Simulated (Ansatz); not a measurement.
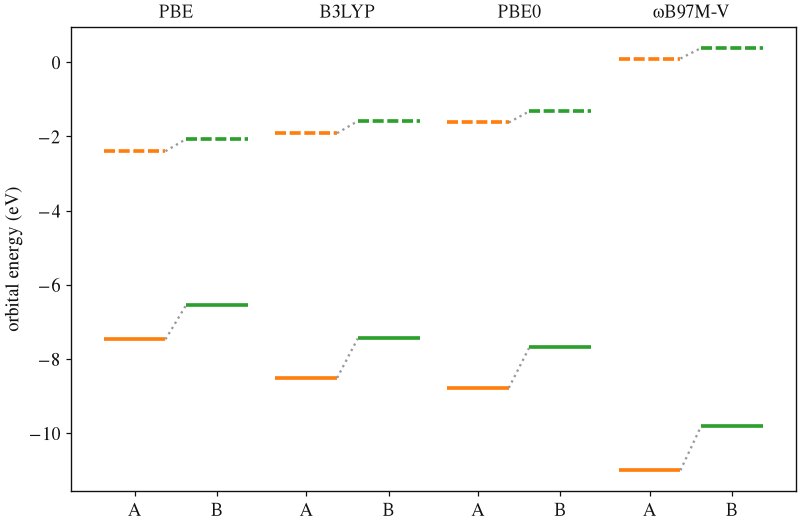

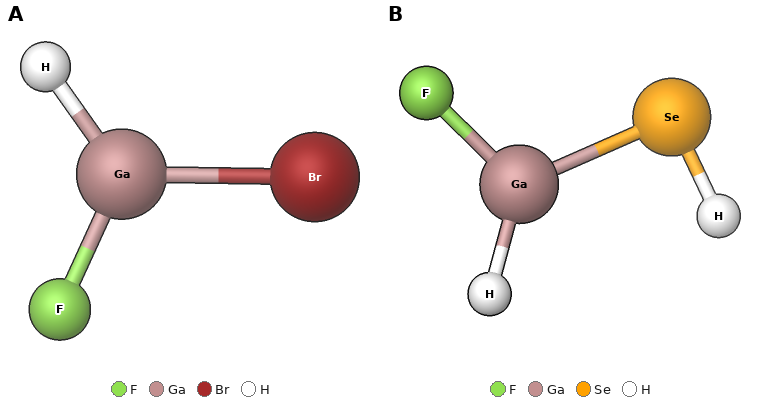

One change: A, GaHBrF (SMILES [F][GaH][Br]), becomes B, GaH₂SeF (SMILES [F][GaH][SeH]). Br on Ga is replaced by SeH. HOMO (solid) and LUMO (dashed) computed in def2-TZVPP at PBE0-D4/def2-TZVP geometries, both minima by their frequencies, gas phase, the Ansatz code 0.2.0. Empty levels above zero depend strongly on the basis.

What does the change do to HOMO and LUMO?

PBE: the HOMO rises by 0.92 eV, the LUMO rises by 0.33 eV, and the separation goes from 5.07 to 4.48 eV. B3LYP: the HOMO rises by 1.06 eV, the LUMO rises by 0.33 eV, and the separation goes from 6.60 to 5.86 eV. PBE0: the HOMO rises by 1.10 eV, the LUMO rises by 0.30 eV, and the separation goes from 7.16 to 6.36 eV. ωB97M-V: the HOMO rises by 1.19 eV, the LUMO rises by 0.28 eV, and the separation goes from 11.10 to 10.20 eV.

Do the functionals agree on the effect?

They agree on the direction for both levels; the HOMO shift lies between 0.92 and 1.19 eV and the LUMO shift between 0.28 and 0.33 eV, while the separations themselves differ by up to 6.0 eV between functionals.
